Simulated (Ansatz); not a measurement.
# RPA@PBE/STO-3G run of H2NO (SMILES N[O])

Aim: the vertical doublet–quartet gap of H2NO at RPA@PBE/STO-3G, from 2 runs. 

The results are computed with Ansatz 0.2.0.

54 further runs of the same task are left out: 4 that didn't finish, 50 set aside as unsound or not needed.

## 1. The system as given

The species is H2NO (4 atoms), meant as a doublet with charge 0. As SMILES, `N[O]`. Geometry: relaxed at GFN2-xTB.

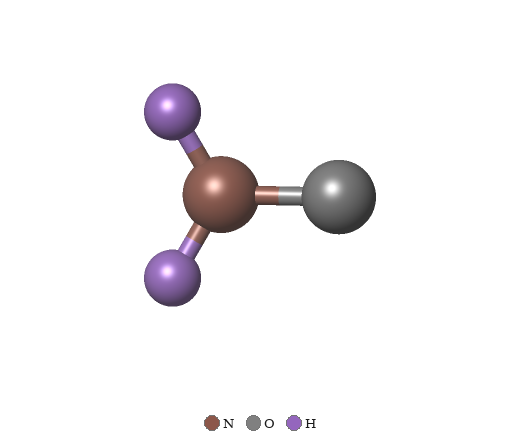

The structure, seen from a chosen angle (nitrogen brown, oxygen grey, hydrogen purple).

## 2. The energy at RPA@PBE/STO-3G

File input.yaml:

```yaml
crystal:
  periodic: [false, false, false]
  atoms:
    - symbol: "N"
      position_ang: [-0.015110, 0.041110, -0.107550]
    - symbol: O
      position_ang: [0.804330, 0.357230, 0.819800]
    - symbol: H
      position_ang: [-0.968410, 0.390510, -0.050090]
    - symbol: H
      position_ang: [0.179190, -0.788850, -0.662160]
basis:
  gaussian: {orbitals: STO-3G}
magnetization: {spin_polarized: true, initial_magnetization: 1}
hamiltonian: {xc: {name: PBE}}
correlation: {method: rpa, frozen_orbitals: {H: 0, "N": 1, O: 1}}
accuracy: high
```

Command:

```sh
$ ansatz run input.yaml --threads 1 --pin off --max-ram 2610MiB --events-out events.jsonl --progress --plain --runs-dir runs
```

The program printed:

```text
Warning: RAYON_NUM_THREADS=1 ignored (pool sized by the plan → 1); use --threads N
Functional definition: PBE
  name "PBE"
  parameter kappa = 0.804
  parameter beta = 0.06672455060314922
  exchange = pbe_x(kappa = kappa, mu = beta*pi^2/3)
  correlation = pbe_c(beta = beta)
188 factors; integrals over basis functions are off by at most 1.2e-8 eV
mean field evaluation 1: about -3513.5489 eV, gradient 1.1e1 eV
mean field evaluation 2: about -3513.5112 eV, gradient 1.1e1 eV
mean field evaluation 4: about -3514.4173 eV, gradient 1.2e0 eV
mean field evaluation 8: about -3514.4286 eV, gradient 4.3e-3 eV
mean field evaluation 16: about -3514.4286 eV, gradient 2.8e-8 eV
mean field -3514.42863904 eV, -129.1528703194 hartree, gradient 2.8e-8 eV, S^2 0.750457; 0 other end points of the search recorded, 0 dependent functions left out
2 core orbitals not correlated: weight in the atoms' cores, before any rotation towards them, 1.000 or more for the frozen orbitals, at most 0.000 for the correlated occupied ones
reference -3500.90562924 eV, -128.6559088755 hartree; 7, 6 occupied and 3, 4 virtual orbitals, 188 factors
Total energy: -3505.44788667 eV, -128.8228337574 hartree
```

It took 0.86 s on 1 thread of Arm Neoverse V2, shared host; peak memory 0.11 GiB.

## 3. The quartet at the same level

File in.yaml:

```yaml
crystal:
  periodic: [false, false, false]
  atoms:
    - symbol: "N"
      position_ang: [-0.015110, 0.041110, -0.107550]
    - symbol: O
      position_ang: [0.804330, 0.357230, 0.819800]
    - symbol: H
      position_ang: [-0.968410, 0.390510, -0.050090]
    - symbol: H
      position_ang: [0.179190, -0.788850, -0.662160]
basis:
  gaussian: {orbitals: STO-3G}
magnetization: {spin_polarized: true, initial_magnetization: 3}
hamiltonian: {xc: {name: PBE}}
correlation: {method: rpa, frozen_orbitals: {H: 0, "N": 1, O: 1}}
accuracy: high
```

Command:

```sh
$ ansatz run in.yaml --threads 1 --pin off --max-ram 2610MiB --events-out events.jsonl --progress --plain --runs-dir runs
```

The program printed, cut to the lines that bear on the results:

```text
Warning: RAYON_NUM_THREADS=1 ignored (pool sized by the plan → 1); use --threads N
[... 6 set-up lines as earlier in the session ...]
188 factors; integrals over basis functions are off by at most 1.2e-8 eV
mean field evaluation 1: about -3503.6493 eV, gradient 1.4e1 eV
mean field evaluation 2: about -3503.6376 eV, gradient 1.4e1 eV
mean field evaluation 4: about -3505.0497 eV, gradient 8.9e-1 eV
mean field evaluation 8: about -3505.0449 eV, gradient 1.6e-1 eV
mean field evaluation 16: about -3505.0455 eV, gradient 4.5e-5 eV
mean field -3505.04547926 eV, -128.8080455576 hartree, gradient 4.8e-8 eV, S^2 3.751728; 0 other end points of the search recorded, 0 dependent functions left out
2 core orbitals not correlated: weight in the atoms' cores, before any rotation towards them, 1.000 or more for the frozen orbitals, at most 0.000 for the correlated occupied ones
reference -3490.84742497 eV, -128.2862766863 hartree; 8, 5 occupied and 2, 5 virtual orbitals, 188 factors
Total energy: -3496.07958723 eV, -128.4785551030 hartree
```

Run time: 1 s. Hardware: 1 thread of Arm Neoverse V2, shared host; peak memory 0.11 GiB.

## 4. What came out

Level: RPA@PBE/STO-3G, 2 core orbitals frozen.

```
                                        quantity          value
                           doublet: total energy  -128.82283 Eh
       doublet: RPA correlation energy (valence)     -166.9 mEh
      doublet: ⟨S²⟩ of the reference determinant          0.750
                           quartet: total energy  -128.47856 Eh
       quartet: RPA correlation energy (valence)     -192.3 mEh
      quartet: ⟨S²⟩ of the reference determinant          3.752
vertical energy of the quartet above the doublet       9.368 eV
```

In words: At this shape the quartet lies 9.37 eV (904 kJ/mol) above the doublet. In a minimal basis such a difference can be off by several eV, whatever the method.
